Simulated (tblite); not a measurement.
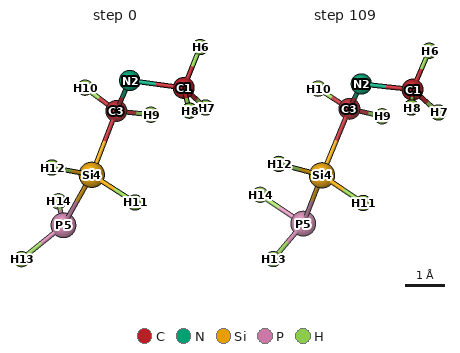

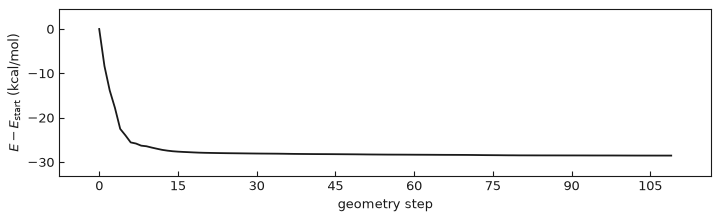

First and last geometry of a relaxation of C2H9NPSi (multiplicity 2), with the history of the run. Style: ball-and-stick. Shown from a free direction.

Level of theory: tblite 0.8.0, GFN2-xTB geometry optimisation, gas phase. 

Q: What do the curves and the structures tell?

A: It converged. The atom that moves furthest after the best rigid fit is H14 (0.97 Å). Largest moves by element: H 0.97 Å, P 0.38 Å, N 0.15 Å, C 0.14 Å, Si 0.06 Å. Near-neighbour distances that change, for instance: C3–Si4 1.849 → 1.952 Å, N2–C3 1.469 → 1.374 Å, Si4–P5 2.170 → 2.249 Å, P5–H14 1.439 → 1.385 Å. Bond angles that change, for instance: H13–P5–H14 114.9° → 92.6°, Si4–P5–H13 115.5° → 94.3°, Si4–P5–H14 115.3° → 95.6°. The energy falls by 28.5 kcal/mol in 109 geometry steps. The run took 0.52 s on 1 thread of Arm Neoverse V2, with other jobs on the host.

```csv
step,"E − E(0), kcal/mol"
0,0.00
1,-8.36
2,-13.83
3,-17.78
4,-22.51
5,-23.97
6,-25.56
7,-25.81
8,-26.29
9,-26.42
10,-26.72
15,-27.64
20,-27.90
26,-28.01
31,-28.07
36,-28.13
41,-28.18
46,-28.22
52,-28.28
57,-28.31
62,-28.34
67,-28.36
73,-28.42
78,-28.46
83,-28.48
88,-28.49
93,-28.50
99,-28.51
104,-28.52
109,-28.52
```
